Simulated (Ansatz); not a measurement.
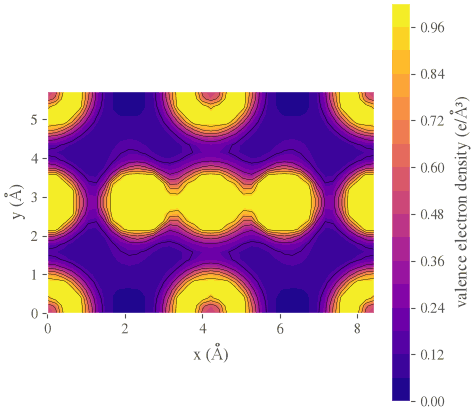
Valence electron density (e/Å³), cut off at 1 on a lattice plane, plane-wave PAW r²SCAN (Ansatz code)

Problem. Pick the material that matches.
(A) CrN, R-3m (Cr on 3a, N on 3b)
(B) LiF, zinc blende
(C) AlGaN2, P3m1 (Pearson symbol hP8)
(D) Ba2Ti2N3F3, P-4m2 (Pearson symbol tP10)

Solution. D, Ba2Ti2N3F3, P-4m2 (Pearson symbol tP10). Atoms in the plane, in fractions of its two edges: Ba at (0.00, 0.00), Ti at (0.72, 0.50), F at (0.00, 0.50), Ba at (0.50, 0.00), Ti at (0.28, 0.50), N at (0.50, 0.50).

The density is the valence pseudo-density with augmentation charge, so density and ELF within about 1 Å of a nucleus are not all-electron values.

The start of the workflow was typed in or built on a structure type; neither database checked (COD, Materials Project) lists it. Whether it is the stable phase at ambient conditions was not checked. The r²SCAN relaxation kept the symmetry of its start; whether a distortion lowers the energy is not shown. The workflow began spin-polarised and lost its moments. Scalar-relativistic: spin–orbit coupling is off unless named, which matters more the heavier the elements.

Potentials: the earlier of the program's two PAW sets. The files were generated under PBE; for other functionals the program regenerates the frozen cores, and for LDA and PBEsol the local potential too.
